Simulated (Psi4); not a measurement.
# Run report: Si₂H₆O, energy and gradient calculation

Si₂H₆O, multiplicity 3, computed with r2SCAN/cc-pVDZ, UKS (Psi4 1.11).

The run did not end well. The geometry is that of the parent species in another charge or spin state. The geometry comes from this level: PBE0-D4/def2-TZVP.

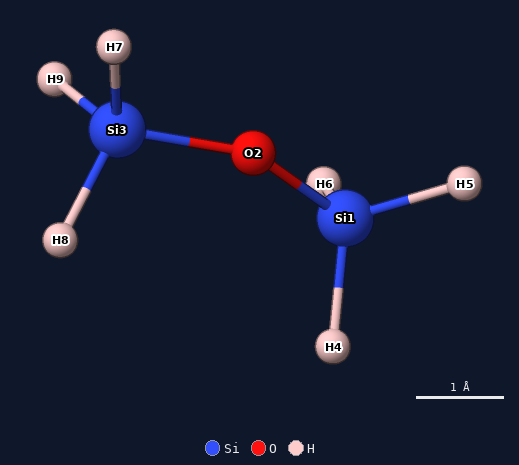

*The structure (ball-and-stick view, seen at a tilt; atoms are numbered from 1 in the order of the input).*

**Input file (job.json)**
```
{
  "schema_name": "qcschema_input",
  "schema_version": 1,
  "molecule": {
    "schema_name": "qcschema_molecule",
    "schema_version": 2,
    "symbols": ["Si", "O", "Si", "H", "H", "H", "H", "H", "H"],
    "geometry": [-1.34225357, 1.9892391, -1.73764097, 0.80417295, 0.17194618, -0.463701, 1.46561489, -1.9630664, 1.66626601, -3.37745081, 0.42817415, -2.88307956, -0.11459299, 3.53836099, -3.72317621, -2.46830357, 3.67128433, 0.21038321, 4.20326113, -2.53814785, 1.5117998, -0.01759335, -4.30026077, 1.18822199, 0.84714532, -0.99752973, 4.23092672],
    "molecular_charge": 0,
    "molecular_multiplicity": 3,
    "fix_symmetry": "c1",
    "fix_com": true,
    "fix_orientation": true
  },
  "driver": "gradient",
  "model": {
    "method": "r2scan",
    "basis": "cc-pVDZ"
  },
  "keywords": {
    "reference": "uks",
    "puream": true,
    "e_convergence": 1e-09,
    "d_convergence": 1e-08,
    "scf_type": "pk",
    "dft_radial_points": 99,
    "dft_spherical_points": 590,
    "maxiter": 100,
    "scf_properties": ["MAYER_INDICES", "WIBERG_LOWDIN_INDICES", "LOWDIN_CHARGES"]
  }
}
```

Command:
```bash
psi4 --qcschema job.json -n 1 --memory 2200MB
```

**File result.json**
```
{
 "driver": "gradient",
 "model": {
  "method": "r2scan",
  "basis": "cc-pVDZ"
 }
}
```

**Outcome**

- outcome: stopped at the time limit
- hardware: 1 thread of Intel Xeon @ 2.50GHz (Skylake/Cascade Lake), 189 GiB of memory available, shared host
- wall time: 4.3 min
- peak memory: 1.7 GiB

**What went wrong**

The run was cut off by its time limit, so the output is incomplete.
